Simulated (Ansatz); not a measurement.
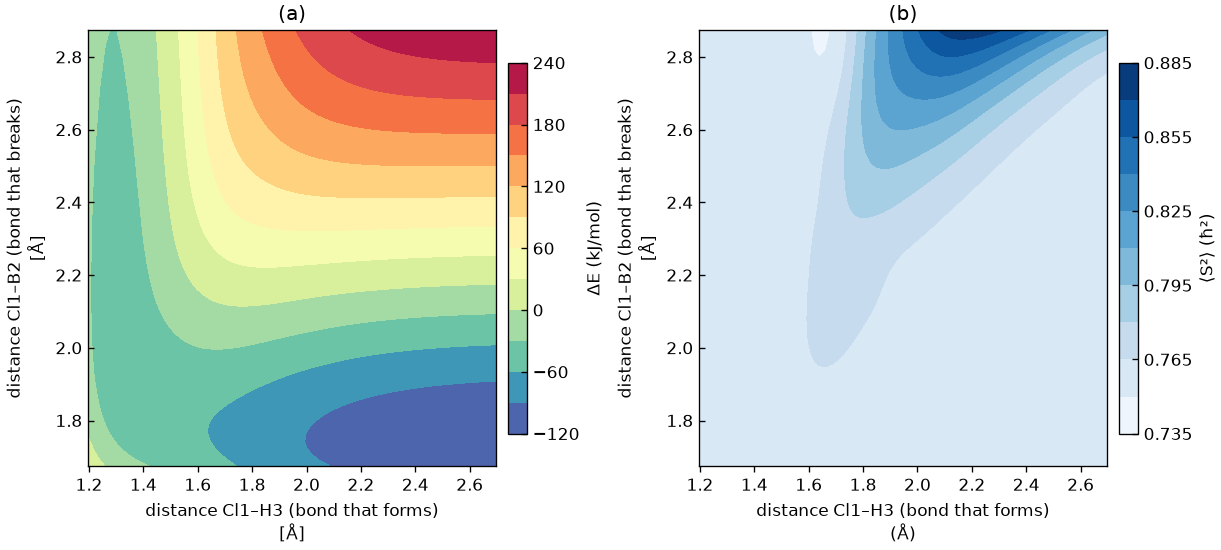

The reacting system BClH3 (fragments BClH₂ + H where the first distance is long, ClH + BH₂ where the second is long), spin multiplicity 2. Coordinates scanned: (1) distance Cl1–H3 (bond that forms); (2) distance Cl1–B2 (bond that breaks). Relaxed at each point: all other coordinates. Grid: 13 × 13 points. Points are written as (first, second). All energies are given in kJ/mol relative to a guessed transition structure relaxed with its forming and breaking bonds held. These are results of UKS PBE0-D4/def2-SVP in Ansatz 0.2.0, not measurements.

Panel (a) is the energy and panel (b) the computed ⟨S²⟩ on the same grid.

In the figure: filled contours. Between grid points the surface is interpolated.

**How does the ⟨S²⟩ vary over the map, and what is it at the lowest grid point?**

Leaving out the highest fifth of the energies, it runs from 0.75 ħ² at (2.697 Å, 1.674 Å) to 0.78 ħ² at (1.828 Å, 2.397 Å). At the lowest grid point, (2.697 Å, 1.728 Å), it is 0.75 ħ². That point lies on the edge of the scan.
